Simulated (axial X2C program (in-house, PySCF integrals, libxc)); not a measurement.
**BaC⁺: bond curves with and without spin–orbit coupling**

Aim: find the lowest determinant of BaC⁺, scan the bond at several levels and fit the constants, once spin-free and once with spin–orbit coupling.

Computed with an in-house X2C program for linear molecules on PySCF integrals. Level: all-electron X2C, Ba dyall-cv3z, C dyall-v3z.

All values are calculated.

## (1) Input

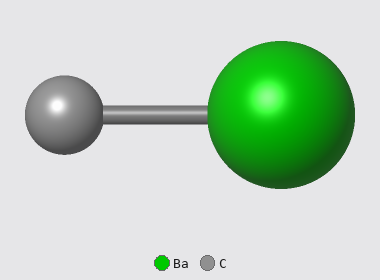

The two atoms at 2.280 Å (barium green, carbon grey).

task.json reads:

```json
{"zs": [56, 6], "q": 1, "bas": ["dyall-cv3z", "dyall-v3z"], "levels": ["PBE0", "HF", "BLYP"], "cc": true, "r0": 2.28, "thr": -2.0, "nmax": 90, "npts": 10, "nst": 2, "ntry": 6}
```

Keys: zs atomic numbers; q charge; bas basis sets; levels methods (HF also brings MP2); cc coupled cluster on or off; r0 starting distance in Å; thr threshold in hartree for freezing inner shells (an s shell follows its p shell); nmax most natural virtual spinors; npts points asked for on the curve; nst determinants followed; ntry starts of the search.

On the command line:

```console
> python so2c.py task.json out
```

Spin-free means the one-electron spin-free X2C Hamiltonian; two-component (2c) means X2C with spin–orbit coupling and atomic mean-field two-electron Coulomb and Gaunt terms. Basis: Ba dyall-cv3z contracted to [14s14p9d5f1g], C dyall-v3z contracted to [7s6p2d1f]; Gaussian nuclei, density fitting. Masses: Ba 137.905 u, C 12.000 u.

Notation: σ, π±, δ± give the projection m of an orbital's angular momentum (0, ±1, ±2), α and β its spin, Λ and M_S the sums; ω is the projection of a spinor's total angular momentum and Ω the sum. Logs are in hartree.

The results follow Hamiltonian by Hamiltonian and level by level.

## (2) Search for the lowest determinant

PBE0 moves the distance from 2.280 Å to 2.405 Å and compares determinants there.

Spin-free determinants:

```
ΔE (eV)             state                          open shells
   0.00  M_S = 3/2, Λ = 0   beyond closed shells: σα, π+α, π-α
   0.67  M_S = 1/2, Λ = 0   beyond closed shells: σβ, π+α, π-α
   1.40  M_S = 1/2, Λ = 0   beyond closed shells: σα, π+β, π-α
   1.40  M_S = 1/2, Λ = 2   beyond closed shells: σα, π+α, π+β
   1.89  M_S = 1/2, Λ = 1  beyond closed shells: π+α, π+β, π-α
   2.03  M_S = 1/2, Λ = 1            beyond closed shells: π+α
   3.85  M_S = 3/2, Λ = 1    beyond closed shells: 2 × σα, π+α
```

Two-component determinants:

```tsv
ΔE (eV)	state	open shells
0.00	Ω = 3/2	excess of +ω over −ω: ω = 3/2
0.67	Ω = 1/2	excess of +ω over −ω: 2 × ω = -1/2, ω = 3/2
1.38	Ω = 1/2	excess of +ω over −ω: ω = 1/2
1.39	Ω = 5/2	excess of +ω over −ω: 2 × ω = 1/2, ω = 3/2
1.41	Ω = 1/2	excess of +ω over −ω: ω = 1/2
4.36	Ω = 7/2	excess of +ω over −ω: ω = -1/2, ω = 3/2, ω = 5/2
4.55	Ω = 7/2	excess of +ω over −ω: ω = 1/2, 2 × ω = 3/2
```

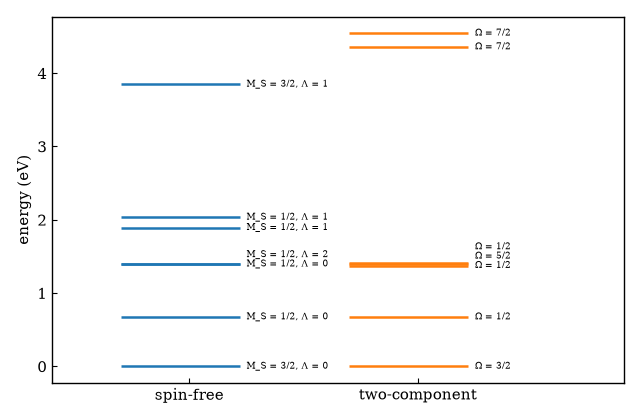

The determinants found, each set from its own lowest.

## (3) PBE0, spin-free

State followed: M_S = 3/2, Λ = 0 (beyond closed shells: σα, π+α, π-α). The scan is laid around 2.405 Å, a first estimate of the minimum, and this SCF restarts from the orbitals of the search.

Output at 2.405 Å:

```text
spin-free X2C-1e  PBE0
basis functions 187  fitting functions 977  grid points 5082
iter        total energy     max residual
   1      -8172.192188596     9.21e-05
   2      -8172.192188606     9.26e-05
   3      -8172.192188666     6.82e-06
   4      -8172.192188666     4.98e-06
converged
one-electron -11290.46449936  Coulomb 3249.29259220  exact exchange -50.50852870  xc functional -154.44253986  nuclear repulsion 73.93078706
```

Along the bond, energies from the lowest point:

| R (Å) | E (eV) | μ (D) | HOMO (eV) | LUMO (eV) | iterations |
| --- | --- | --- | --- | --- | --- |
| 2.261 | 0.1114 | -4.89 | -10.97 | -6.47 | 14 |
| 2.333 | 0.0247 | -5.24 | -10.88 | -6.30 | 12 |
| 2.405 | 0.0000 | -5.58 | -10.73 | -6.16 | 4 |
| 2.489 | 0.0333 | -5.96 | -10.47 | -6.22 | 12 |
| 2.573 | 0.1178 | -6.32 | -10.23 | -6.28 | 12 |
| 2.682 | 0.2802 | -6.77 | -9.95 | -6.35 | 12 |

Dipoles are positive if C is the positive end and refer to the centre of mass.

Outer orbitals at the reference distance:

```csv
symmetry,occupied,ε (eV),atomic character
σα,yes,-25.67,"87% Ba p, 7% C s, 4% C p"
π+α,yes,-25.17,99% Ba p
π-α,yes,-25.17,99% Ba p
π+β,yes,-24.98,99% Ba p
π-β,yes,-24.98,99% Ba p
σβ,yes,-24.94,"92% Ba p, 3% C p, 3% C s"
σα,yes,-19.36,"68% C s, 12% Ba p, 10% Ba d"
σβ,yes,-15.39,"68% C s, 14% Ba d, 8% Ba p"
σα,yes,-10.78,"75% C p, 16% Ba d, 3% Ba p"
π-α,yes,-10.73,"78% C p, 16% Ba d, 4% Ba f"
π+α,yes,-10.73,"78% C p, 16% Ba d, 4% Ba f"
σα,no,-6.16,"79% Ba s, 13% Ba d, 5% Ba p"
π-β,no,-6.15,"58% Ba d, 40% C p"
π+β,no,-6.15,"58% Ba d, 40% C p"
σβ,no,-5.95,"70% Ba s, 23% Ba d, 3% Ba p"
```

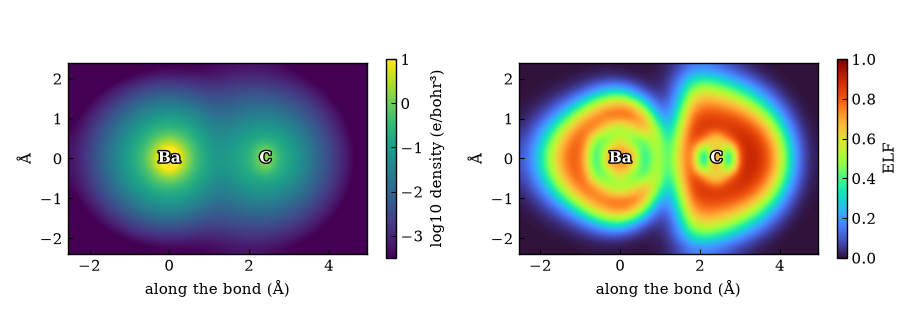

PBE0 fields in a plane through the axis, from a grid of 0.3 Å; Ba lies at z = 0 and C at z = 2.405 Å; the ELF is damped to zero where the density is low.

Re = 2.402 Å, ωe = 486 cm⁻¹, Be = 0.2647 cm⁻¹, De = 3.17 eV, μ = -5.56 D.

## (4) HF, spin-free

The SCF at the reference distance of 2.405 Å:

```text
spin-free X2C-1e  HF
basis functions 187  fitting functions 977  grid points 5082
iter        total energy     max residual
   1      -8169.275234899     4.14e-01
   2      -8169.297608663     7.07e-03
   3      -8169.298685610     1.75e-02
   4      -8169.298934373     4.03e-03
   5      -8169.299020550     2.77e-03
   6      -8169.299045997     1.97e-03
   7      -8169.299051544     3.89e-04
   8      -8169.299052339     1.51e-04
   9      -8169.299052494     1.33e-04
  10      -8169.299052515     1.52e-05
  11      -8169.299052517     6.60e-06
  12      -8169.299052518     3.06e-06
  13      -8169.299052518     3.85e-07
converged
one-electron -11288.52281448  Coulomb 3247.39915446  exact exchange -202.10617955  xc functional 0.00000000  nuclear repulsion 73.93078706
```

Re = 2.471 Å, ωe = 480 cm⁻¹, Be = 0.2501 cm⁻¹, De = 2.11 eV, μ = -7.21 D.

## (5) BLYP, spin-free

The SCF at the reference distance of 2.405 Å:

```text
spin-free X2C-1e  BLYP
basis functions 187  fitting functions 977  grid points 5082
iter        total energy     max residual
   1      -8172.871880096     1.87e-01
   2      -8172.877433226     6.61e-03
   3      -8172.877851201     1.11e-02
   4      -8172.877905055     7.50e-04
   5      -8172.877911597     1.03e-03
   6      -8172.877913369     2.38e-04
   7      -8172.877913787     1.20e-04
   8      -8172.877913812     2.71e-05
   9      -8172.877913815     7.32e-06
converged
one-electron -11290.60843478  Coulomb 3249.42419760  exact exchange 0.00000000  xc functional -205.62446369  nuclear repulsion 73.93078706
```

Re = 2.447 Å, ωe = 448 cm⁻¹, Be = 0.2549 cm⁻¹, De = 2.81 eV, μ = -5.21 D.

## (6) MP2 and beyond, spin-free

Correlated methods: 13 electrons correlated (frozen shells, counted by type: Ba 4 s, 3 p, 2 d; C 1 s), 272 virtual spinors in MP2, 89 natural virtuals in coupled cluster.

Output of the correlated part at 2.405 Å:

```text
correlated 13  virtual 272  natural virtual 89  E(MP2) -0.271809197  MP2 remainder -0.011330556
iter   CCSD correlation   residual
   1     -0.282670728   9.53e-02
   2     -0.289154393   3.49e-02
   3     -0.290183961   1.51e-02
   4     -0.290367438   7.18e-03
   5     -0.290423458   2.00e-03
   6     -0.290433885   6.40e-04
   7     -0.290439214   2.32e-04
   8     -0.290440046   7.35e-05
   9     -0.290439542   2.21e-05
  10     -0.290439546   7.61e-06
(T) -0.009929347  T1 0.0208  D1 0.0404  max T2 0.050
```

T1 in the output is the amplitude norm over the root of the electron number; divide by √2 for the Lee–Taylor value.

MP2: Re = 2.418 Å, ωe = 488 cm⁻¹, Be = 0.2612 cm⁻¹, De = 2.73 eV.

CCSD: Re = 2.429 Å, ωe = 482 cm⁻¹, Be = 0.2588 cm⁻¹, De = 2.62 eV. T1 at Re = 0.015 (Lee–Taylor, the printed value over √2).

CCSD(T): Re = 2.427 Å, ωe = 481 cm⁻¹, Be = 0.2592 cm⁻¹, De = 2.67 eV. T1 at Re = 0.015 (Lee–Taylor, the printed value over √2).

## (7) A higher determinant, spin-free

State: M_S = 1/2, Λ = 0 (beyond closed shells: σβ, π+α, π-α).

Output at the reference distance:

```text
spin-free X2C-1e  PBE0
basis functions 187  fitting functions 977  grid points 5082
iter        total energy     max residual
   1      -8172.167436935     6.33e-05
   2      -8172.167436969     4.58e-05
   3      -8172.167436996     1.47e-05
   4      -8172.167436997     1.15e-05
converged
one-electron -11290.36998148  Coulomb 3249.19091840  exact exchange -50.49767386  xc functional -154.42148712  nuclear repulsion 73.93078706
```

| R (Å) | E above the lowest PBE0 point (eV) |
| --- | --- |
| 2.261 | 0.764 |
| 2.333 | 0.690 |
| 2.405 | 0.674 |
| 2.489 | 0.713 |
| 2.573 | 0.799 |
| 2.682 | 0.959 |

Re = 2.391 Å, ωe = 478 cm⁻¹, Be = 0.2671 cm⁻¹, μ = -5.42 D. ⟨S²⟩ = 1.76 against 0.75 for a pure state, so this determinant mixes spins. Te = 0.67 eV.

## (8) The spin-free curves together

Energy (eV) of the followed determinant, spin-free, from each level's lowest point:

| R (Å) | PBE0 | HF | MP2 | CCSD | CCSD(T) | BLYP |
| --- | --- | --- | --- | --- | --- | --- |
| 2.261 | 0.111 | 0.256 | 0.140 | 0.156 | 0.152 | 0.168 |
| 2.333 | 0.025 | 0.102 | 0.038 | 0.046 | 0.044 | 0.054 |
| 2.405 | 0.000 | 0.020 | 0.000 | 0.000 | 0.000 | 0.001 |
| 2.489 | 0.033 | 0.000 | 0.022 | 0.013 | 0.014 | 0.000 |
| 2.573 | 0.118 | 0.042 | 0.099 | 0.082 | 0.084 | 0.050 |
| 2.682 | 0.280 | 0.166 | 0.257 | 0.230 | 0.232 | 0.166 |

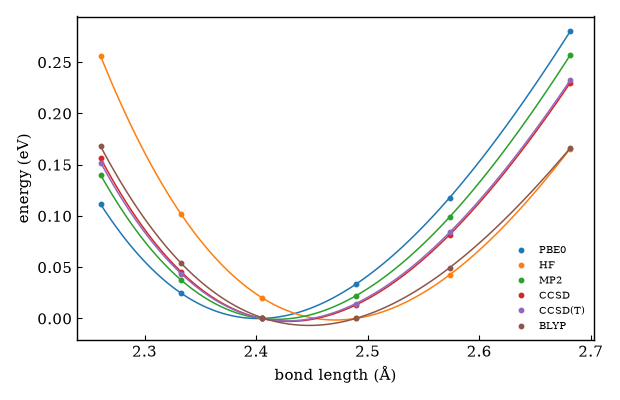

Curves of the followed state, spin-free, each from its own lowest point.

## (9) PBE0, 2c

State followed: Ω = 3/2 (excess of +ω over −ω: ω = 3/2). The scan is laid around 2.405 Å, a first estimate of the minimum, and this SCF restarts from the orbitals of the search.

Output at 2.405 Å:

```text
two-component X2C + atomic mean field  PBE0
basis functions 187  fitting functions 977  grid points 5082
iter        total energy     max residual
   1      -8168.874899222     8.19e-05
   2      -8168.874899225     1.02e-05
converged
one-electron -11280.10956378  Coulomb 3247.40129742  exact exchange -50.47780260  xc functional -154.35663545  nuclear repulsion 73.93078706  atomic mean-field constant -5.26298188
```

Along the bond, energies from the lowest point:

| R (Å) | E (eV) | μ (D) | HOMO (eV) | LUMO (eV) | iterations |
| --- | --- | --- | --- | --- | --- |
| 2.261 | 0.1099 | -4.88 | -10.97 | -6.49 | 14 |
| 2.333 | 0.0240 | -5.22 | -10.88 | -6.32 | 12 |
| 2.405 | 0.0000 | -5.56 | -10.73 | -6.19 | 2 |
| 2.489 | 0.0339 | -5.94 | -10.47 | -6.22 | 12 |
| 2.573 | 0.1190 | -6.31 | -10.23 | -6.28 | 12 |
| 2.682 | 0.2819 | -6.75 | -9.96 | -6.35 | 12 |

Dipoles are positive if C is the positive end and refer to the centre of mass.

Outer spinors at the reference distance:

```tsv
ω	occupied	ε (eV)	atomic character	λ mixture
1/2	yes	-26.59	94% Ba p, 2% C s, 2% C p	51% π, 49% σ
-1/2	yes	-26.47	98% Ba p	72% π, 28% σ
1/2	yes	-24.79	91% Ba p, 5% C s, 2% C p	51% σ, 49% π
3/2	yes	-24.50	99% Ba p	100% π
-1/2	yes	-24.36	94% Ba p, 3% C p, 2% C s	72% σ, 28% π
-3/2	yes	-24.30	99% Ba p	100% π
1/2	yes	-19.34	68% C s, 13% Ba p, 10% Ba d	100% σ
-1/2	yes	-15.40	68% C s, 14% Ba d, 8% Ba p	100% σ
1/2	yes	-10.78	75% C p, 16% Ba d, 3% Ba p	100% σ
-1/2	yes	-10.75	78% C p, 16% Ba d, 4% Ba f	100% π
3/2	yes	-10.73	78% C p, 16% Ba d, 4% Ba f	100% π
1/2	no	-6.19	42% Ba d, 29% Ba s, 26% C p	63% π, 37% σ
1/2	no	-6.15	50% Ba s, 30% Ba d, 16% C p	63% σ, 37% π
-3/2	no	-6.15	58% Ba d, 40% C p	100% π
-1/2	no	-5.96	70% Ba s, 24% Ba d, 3% Ba p	100% σ
```

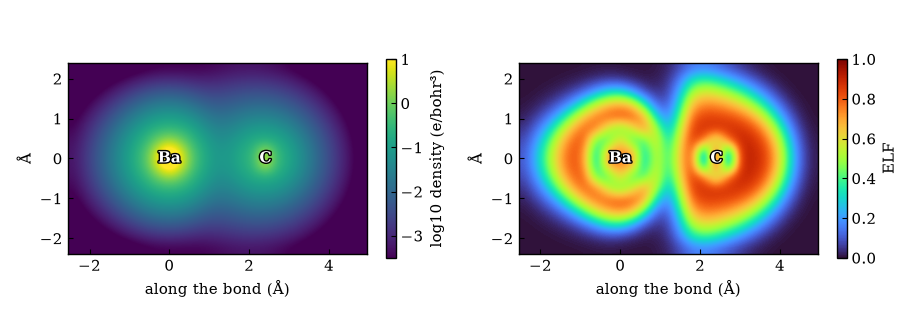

PBE0 fields in a plane through the axis, from a grid of 0.3 Å; Ba lies at z = 0 and C at z = 2.405 Å; the ELF is damped to zero where the density is low.

Re = 2.401 Å, ωe = 487 cm⁻¹, Be = 0.2649 cm⁻¹, De = 3.17 eV, μ = -5.54 D.

## (10) HF, 2c

The SCF at the reference distance of 2.405 Å:

```text
two-component X2C + atomic mean field  HF
basis functions 187  fitting functions 977  grid points 5082
iter        total energy     max residual
   1      -8165.951671568     4.66e-01
   2      -8165.974090435     7.06e-03
   3      -8165.975175617     1.98e-02
   4      -8165.975426446     4.58e-03
   5      -8165.975513605     3.13e-03
   6      -8165.975539336     2.24e-03
   7      -8165.975544944     4.41e-04
   8      -8165.975545750     1.71e-04
   9      -8165.975545908     1.51e-04
  10      -8165.975545932     1.74e-05
  11      -8165.975545934     1.01e-05
  12      -8165.975545935     8.36e-06
  13      -8165.975545936     2.83e-06
converged
one-electron -11278.16839670  Coulomb 3245.50842429  exact exchange -201.98337870  xc functional 0.00000000  nuclear repulsion 73.93078706  atomic mean-field constant -5.26298188
```

Re = 2.470 Å, ωe = 480 cm⁻¹, Be = 0.2502 cm⁻¹, De = 2.11 eV, μ = -7.19 D.

## (11) BLYP, 2c

Output at 2.405 Å:

```text
two-component X2C + atomic mean field  BLYP
basis functions 187  fitting functions 977  grid points 5082
iter        total energy     max residual
   1      -8169.557249489     2.06e-01
   2      -8169.562817429     6.26e-03
   3      -8169.563232744     1.23e-02
   4      -8169.563286350     6.47e-04
   5      -8169.563292899     1.14e-03
   6      -8169.563294660     2.02e-04
   7      -8169.563295080     1.33e-04
   8      -8169.563295105     2.99e-05
   9      -8169.563295109     8.41e-06
converged
one-electron -11280.25240296  Coulomb 3247.53181029  exact exchange 0.00000000  xc functional -205.51050762  nuclear repulsion 73.93078706  atomic mean-field constant -5.26298188
```

Re = 2.446 Å, ωe = 448 cm⁻¹, Be = 0.2551 cm⁻¹, De = 2.82 eV, μ = -5.19 D.

## (12) Correlated methods, 2c

Correlated methods: 13 electrons correlated (frozen shells, counted by type: Ba 4 s, 3 p, 2 d; C 1 s), 273 virtual spinors in MP2, 90 natural virtuals in coupled cluster.

Output of the correlated part at 2.405 Å:

```text
correlated 13  virtual 273  natural virtual 90  E(MP2) -0.271205728  MP2 remainder -0.011117170
iter   CCSD correlation   residual
   1     -0.282221269   9.53e-02
   2     -0.288694095   3.49e-02
   3     -0.289727999   1.52e-02
   4     -0.289912659   7.21e-03
   5     -0.289969383   2.01e-03
   6     -0.289979846   6.54e-04
   7     -0.289985213   2.51e-04
   8     -0.289986056   9.82e-05
   9     -0.289985353   5.12e-05
  10     -0.289985369   3.31e-05
  11     -0.289985352   1.78e-05
(T) -0.009912173  T1 0.0209  D1 0.0407  max T2 0.051
```

MP2: Re = 2.417 Å, ωe = 488 cm⁻¹, Be = 0.2613 cm⁻¹, De = 2.73 eV.

CCSD: Re = 2.429 Å, ωe = 482 cm⁻¹, Be = 0.2589 cm⁻¹, De = 2.62 eV. T1 at Re = 0.015 (Lee–Taylor, the printed value over √2).

CCSD(T): Re = 2.427 Å, ωe = 481 cm⁻¹, Be = 0.2593 cm⁻¹, De = 2.67 eV. T1 at Re = 0.015 (Lee–Taylor, the printed value over √2).

## (13) A higher determinant, 2c

State: Ω = 1/2 (excess of +ω over −ω: 2 × ω = -1/2, ω = 3/2).

Output at the reference distance:

```text
two-component X2C + atomic mean field  PBE0
basis functions 187  fitting functions 977  grid points 5082
iter        total energy     max residual
   1      -8168.850153289     4.73e-05
   2      -8168.850153290     8.70e-06
converged
one-electron -11280.01590835  Coulomb 3247.30053910  exact exchange -50.46696408  xc functional -154.33562514  nuclear repulsion 73.93078706  atomic mean-field constant -5.26298188
```

| R (Å) | E above the lowest PBE0 point (eV) |
| --- | --- |
| 2.261 | 0.762 |
| 2.333 | 0.689 |
| 2.405 | 0.673 |
| 2.489 | 0.713 |
| 2.573 | 0.800 |
| 2.682 | 0.961 |

Re = 2.390 Å, ωe = 478 cm⁻¹, Be = 0.2673 cm⁻¹, μ = -5.40 D. Te = 0.67 eV.

## (14) The 2c curves together

Energy (eV) of the followed determinant, 2c, from each level's lowest point:

| R (Å) | PBE0 | HF | MP2 | CCSD | CCSD(T) | BLYP |
| --- | --- | --- | --- | --- | --- | --- |
| 2.261 | 0.110 | 0.254 | 0.139 | 0.155 | 0.151 | 0.165 |
| 2.333 | 0.024 | 0.101 | 0.037 | 0.045 | 0.043 | 0.053 |
| 2.405 | 0.000 | 0.020 | 0.000 | 0.000 | 0.000 | 0.000 |
| 2.489 | 0.034 | 0.000 | 0.022 | 0.014 | 0.015 | 0.000 |
| 2.573 | 0.119 | 0.043 | 0.100 | 0.083 | 0.085 | 0.050 |
| 2.682 | 0.282 | 0.167 | 0.258 | 0.231 | 0.234 | 0.167 |

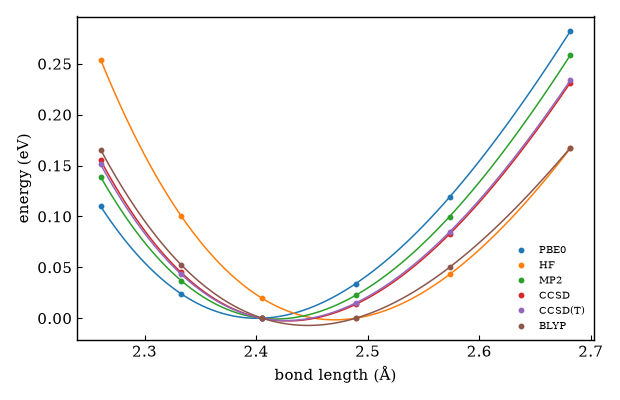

Curves of the followed state, 2c, each from its own lowest point.

Time for the job: 3.5 min (1 thread of Intel Xeon Platinum 8488C (Sapphire Rapids), shared host); peak memory 0.86 GiB.

## (15) Results

Lowest determinant that the search found at its distance, spin-free: M_S = 3/2, Λ = 0 (beyond closed shells: σα, π+α, π-α).

Lowest determinant that the search found at its distance, 2c: Ω = 3/2 (excess of +ω over −ω: ω = 3/2).

```json
{"Hamiltonian": "spin-free", "level": "PBE0", "Re (Å)": "2.402", "ωe (cm⁻¹)": "486", "De (eV)": "3.17", "μ (D)": "-5.56"}
{"Hamiltonian": "spin-free", "level": "HF", "Re (Å)": "2.471", "ωe (cm⁻¹)": "480", "De (eV)": "2.11", "μ (D)": "-7.21"}
{"Hamiltonian": "spin-free", "level": "MP2", "Re (Å)": "2.418", "ωe (cm⁻¹)": "488", "De (eV)": "2.73", "μ (D)": "n/a"}
{"Hamiltonian": "spin-free", "level": "CCSD", "Re (Å)": "2.429", "ωe (cm⁻¹)": "482", "De (eV)": "2.62", "μ (D)": "n/a"}
{"Hamiltonian": "spin-free", "level": "CCSD(T)", "Re (Å)": "2.427", "ωe (cm⁻¹)": "481", "De (eV)": "2.67", "μ (D)": "n/a"}
{"Hamiltonian": "spin-free", "level": "BLYP", "Re (Å)": "2.447", "ωe (cm⁻¹)": "448", "De (eV)": "2.81", "μ (D)": "-5.21"}
{"Hamiltonian": "2c", "level": "PBE0", "Re (Å)": "2.401", "ωe (cm⁻¹)": "487", "De (eV)": "3.17", "μ (D)": "-5.54"}
{"Hamiltonian": "2c", "level": "HF", "Re (Å)": "2.470", "ωe (cm⁻¹)": "480", "De (eV)": "2.11", "μ (D)": "-7.19"}
{"Hamiltonian": "2c", "level": "MP2", "Re (Å)": "2.417", "ωe (cm⁻¹)": "488", "De (eV)": "2.73", "μ (D)": "n/a"}
{"Hamiltonian": "2c", "level": "CCSD", "Re (Å)": "2.429", "ωe (cm⁻¹)": "482", "De (eV)": "2.62", "μ (D)": "n/a"}
{"Hamiltonian": "2c", "level": "CCSD(T)", "Re (Å)": "2.427", "ωe (cm⁻¹)": "481", "De (eV)": "2.67", "μ (D)": "n/a"}
{"Hamiltonian": "2c", "level": "BLYP", "Re (Å)": "2.446", "ωe (cm⁻¹)": "448", "De (eV)": "2.82", "μ (D)": "-5.19"}
```

Dipoles are positive if C is the positive end and refer to the centre of mass.

Time per point (s) on 1 thread of Intel Xeon Platinum 8488C (Sapphire Rapids), shared host (2c runs; CCSD comes with the CCSD(T) run); the times are rough: PBE0 0.88, HF 0.64, MP2 1.1, CCSD(T) 8.6, BLYP 0.52.

**Reading.** At CCSD(T), going from spin-free to two-component changes Re by -1 mÅ, ωe by 0.0 %, which is small (part of it comes from the scalar share of the two-electron terms). De moves by +0.01 eV; both De rest on single-determinant atoms, which can miss part of an open shell's spin–orbit lowering.

De refers to Ba+ + C, each in the lowest determinant found, which need not be this curve's own limit. Each curve is one determinant whose occupation by symmetry is held fixed; it was picked as the lowest of a PBE0 search that is not exhaustive. Dissociation energies refer to the lowest single-determinant-based atoms at the same level and basis. Density functionals use the spin component along the axis (collinear). Coupled cluster ran in a truncated set of natural virtual spinors; the MP2 energy of the rest was added. With several unpaired electrons one determinant need not be a pure state.
